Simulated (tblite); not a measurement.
# Run report: C3H4F4, geometry relaxation

C3H4F4, SMILES FCCC(F)(F)F, computed with GFN2-xTB geometry optimisation, gas phase (tblite 0.8.0).

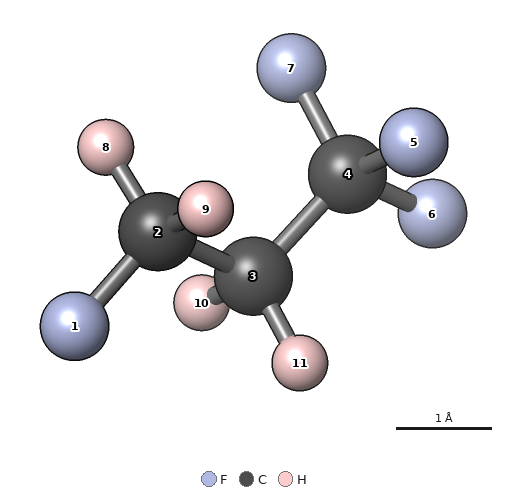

Figure 1. The input geometry (ball-and-stick view, seen at a tilt; atoms are numbered from 1 in the order of the input). Bond lengths as drawn: C–C 1.49 to 1.52 Å, C–F 1.35 to 1.37 Å and C–H 1.10 to 1.11 Å.

**Input**
```
{"job": {"xc": "GFN2-xTB", "basis": "xTB", "kind": "relax"}, "charge": 0, "multiplicity": 1}
F     -2.365600    -0.026500    -0.305600
C     -1.195500     0.263700     0.295100
C     -0.067000    -0.315600    -0.534100
C      1.251200    -0.014700     0.091500
F      1.332600    -0.570700     1.338800
F      2.255400    -0.527800    -0.644700
F      1.457500     1.309400     0.218800
H     -1.110000     1.351100     0.403800
H     -1.211600    -0.187400     1.305700
H     -0.121900     0.115000    -1.540500
H     -0.219600    -1.394000    -0.654700
```

The first line tells a small driver script what to run in tblite; the rest is the geometry in Å.

Run on 1 CPU thread, shared host.

Launched with:
```bash
OMP_NUM_THREADS=1 python <driver script> task.json out
```

**Log**
```
step      E/eV     max force
  0    -745.66930    0.982
  1    -745.70612    0.414
  2    -745.71734    0.273
  3    -745.72638    0.206
  4    -745.72905    0.178
  5    -745.73139    0.152
  6    -745.73292    0.126
  7    -745.73371    0.052
  8    -745.73396    0.036
  9    -745.73396    0.036
 10    -745.73404    0.030
 11    -745.73421    0.029
 12    -745.73425    0.029
 13    -745.73435    0.016
 14    -745.73438    0.016
 15    -745.73442    0.018
 16    -745.73446    0.016
 17    -745.73450    0.012
 18    -745.73452    0.012
 19    -745.73454    0.012
 20    -745.73457    0.014
 21    -745.73460    0.015
 22    -745.73462    0.009
 23    -745.73464    0.006
 24    -745.73464    0.007
 25    -745.73464    0.006
 26    -745.73465    0.004
```

**Trajectory as extended XYZ (Å, eV, eV/Å), 10 of the 12 frames kept, from step=0 to step=26**
```
11
Properties=species:S:1:pos:R:3:forces:R:3 step=0 energy=-745.66930
F    -2.3656   -0.0265   -0.3056   -0.6420  -0.0120  -0.2130
C    -1.1955    0.2637    0.2951    0.2920   0.0300   0.9140
C    -0.0670   -0.3156   -0.5341   -0.6610  -0.1510  -0.7110
C     1.2512   -0.0147    0.0915    0.4050  -0.3660   0.3430
F     1.3326   -0.5707    1.3388    0.2140   0.4910  -0.7160
F     2.2554   -0.5278   -0.6447   -0.0410   0.2850   0.4260
F     1.4575    1.3094    0.2188    0.1630  -0.4710   0.0940
H    -1.1100    1.3511    0.4038   -0.0790   0.0090  -0.1420
H    -1.2116   -0.1874    1.3057   -0.0700   0.0620  -0.2490
H    -0.1219    0.1150   -1.5405    0.2090   0.0770   0.0620
H    -0.2196   -1.3940   -0.6547    0.2080   0.0460   0.1930
11
Properties=species:S:1:pos:R:3:forces:R:3 step=2 energy=-745.71734
F    -2.3802   -0.0248   -0.3075   -0.1190   0.1180   0.1550
C    -1.1931    0.2639    0.3107   -0.2020  -0.0090  -0.1370
C    -0.0809   -0.3180   -0.5464   -0.0270   0.0090   0.0200
C     1.2549   -0.0247    0.0952   -0.1720  -0.0360  -0.2090
F     1.3399   -0.5581    1.3218    0.1560   0.0670  -0.0070
F     2.2581   -0.5207   -0.6334    0.2110   0.0350   0.0990
F     1.4631    1.2968    0.2220    0.1150  -0.1380   0.0560
H    -1.1125    1.3519    0.3999   -0.0620   0.0110  -0.0650
H    -1.2140   -0.1879    1.3030   -0.0680  -0.0880   0.1060
H    -0.1160    0.1191   -1.5420    0.0930   0.1170  -0.0990
H    -0.2140   -1.3948   -0.6493    0.0750  -0.0860   0.0810
11
Properties=species:S:1:pos:R:3:forces:R:3 step=4 energy=-745.72905
F    -2.3931   -0.0177   -0.2996   -0.1150   0.0730   0.1140
C    -1.2023    0.2632    0.3101   -0.0570  -0.0200  -0.0610
C    -0.0874   -0.3187   -0.5507    0.0550  -0.0060  -0.0040
C     1.2498   -0.0296    0.0868    0.0960   0.0640   0.0020
F     1.3503   -0.5511    1.3160    0.0120  -0.0940   0.0900
F     2.2700   -0.5168   -0.6248    0.0730  -0.0450  -0.0510
F     1.4710    1.2861    0.2256    0.0150   0.0750  -0.0350
H    -1.1170    1.3524    0.3949   -0.0560  -0.0300  -0.0280
H    -1.2189   -0.1922    1.3064   -0.0580  -0.0080  -0.0340
H    -0.1090    0.1264   -1.5473    0.0210   0.0080   0.0030
H    -0.2080   -1.3995   -0.6433    0.0140  -0.0170   0.0040
11
Properties=species:S:1:pos:R:3:forces:R:3 step=9 energy=-745.73396
F    -2.4132   -0.0071   -0.2843    0.0050  -0.0050   0.0020
C    -1.2094    0.2608    0.3058    0.0000   0.0070   0.0020
C    -0.0847   -0.3192   -0.5516   -0.0070   0.0080   0.0220
C     1.2582   -0.0281    0.0874   -0.0230  -0.0020   0.0050
F     1.3567   -0.5561    1.3173    0.0150   0.0020  -0.0150
F     2.2797   -0.5183   -0.6249   -0.0340   0.0070   0.0010
F     1.4772    1.2888    0.2226    0.0200  -0.0120  -0.0060
H    -1.1258    1.3493    0.3893   -0.0070   0.0070  -0.0040
H    -1.2279   -0.1946    1.3017   -0.0090  -0.0050  -0.0100
H    -0.1029    0.1287   -1.5480    0.0170  -0.0250   0.0200
H    -0.2024   -1.4014   -0.6412    0.0230   0.0180  -0.0170
11
Properties=species:S:1:pos:R:3:forces:R:3 step=11 energy=-745.73421
F    -2.4129   -0.0075   -0.2843   -0.0080  -0.0020  -0.0050
C    -1.2097    0.2614    0.3060   -0.0120   0.0020   0.0020
C    -0.0852   -0.3186   -0.5501    0.0010   0.0010   0.0010
C     1.2567   -0.0280    0.0878    0.0120   0.0080   0.0070
F     1.3579   -0.5562    1.3165    0.0060  -0.0070   0.0170
F     2.2771   -0.5180   -0.6252   -0.0100  -0.0130  -0.0240
F     1.4787    1.2881    0.2222    0.0070   0.0120   0.0020
H    -1.1264    1.3499    0.3890   -0.0070   0.0060   0.0000
H    -1.2287   -0.1950    1.3010   -0.0080  -0.0020   0.0060
H    -0.1014    0.1269   -1.5466    0.0100   0.0020  -0.0050
H    -0.2006   -1.4002   -0.6424    0.0090  -0.0070   0.0000
11
Properties=species:S:1:pos:R:3:forces:R:3 step=14 energy=-745.73438
F    -2.4138   -0.0081   -0.2849   -0.0060   0.0020  -0.0040
C    -1.2113    0.2619    0.3063    0.0000  -0.0070  -0.0050
C    -0.0854   -0.3179   -0.5485    0.0050   0.0000  -0.0040
C     1.2569   -0.0273    0.0891    0.0050  -0.0050  -0.0040
F     1.3600   -0.5567    1.3175    0.0090   0.0090  -0.0050
F     2.2734   -0.5194   -0.6286    0.0010  -0.0060  -0.0050
F     1.4811    1.2887    0.2223    0.0050  -0.0060   0.0080
H    -1.1281    1.3509    0.3888   -0.0100  -0.0100   0.0020
H    -1.2305   -0.1954    1.3012   -0.0080   0.0080   0.0010
H    -0.0989    0.1258   -1.5459    0.0010   0.0140   0.0000
H    -0.1978   -1.3998   -0.6432   -0.0020   0.0000   0.0160
11
Properties=species:S:1:pos:R:3:forces:R:3 step=16 energy=-745.73446
F    -2.4149   -0.0083   -0.2857    0.0050  -0.0020  -0.0030
C    -1.2124    0.2615    0.3061    0.0020  -0.0020  -0.0030
C    -0.0851   -0.3175   -0.5481   -0.0050   0.0030   0.0040
C     1.2577   -0.0272    0.0894   -0.0070  -0.0040  -0.0090
F     1.3619   -0.5563    1.3179    0.0100   0.0050  -0.0120
F     2.2718   -0.5209   -0.6310    0.0050   0.0040   0.0090
F     1.4828    1.2887    0.2230    0.0080  -0.0130   0.0000
H    -1.1300    1.3506    0.3888   -0.0070  -0.0080  -0.0010
H    -1.2323   -0.1950    1.3014   -0.0070   0.0040  -0.0070
H    -0.0976    0.1267   -1.5457   -0.0020   0.0050   0.0110
H    -0.1966   -1.3998   -0.6421   -0.0030   0.0080   0.0100
11
Properties=species:S:1:pos:R:3:forces:R:3 step=21 energy=-745.73460
F    -2.4150   -0.0102   -0.2888    0.0000  -0.0040  -0.0070
C    -1.2144    0.2615    0.3058    0.0000   0.0020   0.0030
C    -0.0853   -0.3161   -0.5458    0.0110   0.0000   0.0000
C     1.2588   -0.0275    0.0887    0.0130   0.0010   0.0080
F     1.3671   -0.5567    1.3165   -0.0040  -0.0070   0.0080
F     2.2713   -0.5223   -0.6331    0.0010  -0.0040  -0.0090
F     1.4876    1.2873    0.2226   -0.0020   0.0100  -0.0030
H    -1.1345    1.3502    0.3885   -0.0030   0.0100   0.0010
H    -1.2367   -0.1944    1.3008   -0.0030  -0.0030   0.0080
H    -0.0972    0.1291   -1.5426   -0.0070   0.0000  -0.0060
H    -0.1963   -1.3983   -0.6385   -0.0070  -0.0030  -0.0030
11
Properties=species:S:1:pos:R:3:forces:R:3 step=23 energy=-745.73464
F    -2.4148   -0.0114   -0.2905    0.0060   0.0000  -0.0020
C    -1.2152    0.2618    0.3060    0.0050  -0.0010   0.0010
C    -0.0850   -0.3155   -0.5448    0.0040   0.0000  -0.0010
C     1.2600   -0.0275    0.0890    0.0020  -0.0010   0.0010
F     1.3687   -0.5575    1.3164   -0.0020   0.0030   0.0020
F     2.2715   -0.5228   -0.6342   -0.0020  -0.0010  -0.0040
F     1.4894    1.2874    0.2219   -0.0020   0.0000   0.0030
H    -1.1362    1.3508    0.3884   -0.0040   0.0000   0.0020
H    -1.2385   -0.1946    1.3010   -0.0020   0.0030   0.0040
H    -0.0977    0.1298   -1.5416   -0.0030  -0.0030  -0.0030
H    -0.1968   -1.3978   -0.6375   -0.0030   0.0010  -0.0030
11
Properties=species:S:1:pos:R:3:forces:R:3 step=26 energy=-745.73465
F    -2.4140   -0.0118   -0.2911    0.0030  -0.0010  -0.0010
C    -1.2149    0.2618    0.3063    0.0000   0.0000   0.0000
C    -0.0846   -0.3154   -0.5446   -0.0040   0.0000   0.0000
C     1.2604   -0.0276    0.0890   -0.0030   0.0000  -0.0020
F     1.3688   -0.5574    1.3166    0.0020   0.0020  -0.0020
F     2.2714   -0.5231   -0.6348    0.0000   0.0010   0.0020
F     1.4895    1.2874    0.2221    0.0010  -0.0020   0.0020
H    -1.1369    1.3510    0.3886    0.0000  -0.0010   0.0020
H    -1.2391   -0.1943    1.3014    0.0010   0.0020   0.0000
H    -0.0981    0.1296   -1.5417    0.0000  -0.0010   0.0010
H    -0.1972   -1.3976   -0.6377    0.0000   0.0010  -0.0010
```

**Results in brief**

| quantity | value |
| --- | --- |
| outcome | converged |
| total energy | −745.7346 eV |
| peak memory | 0.18 GiB |
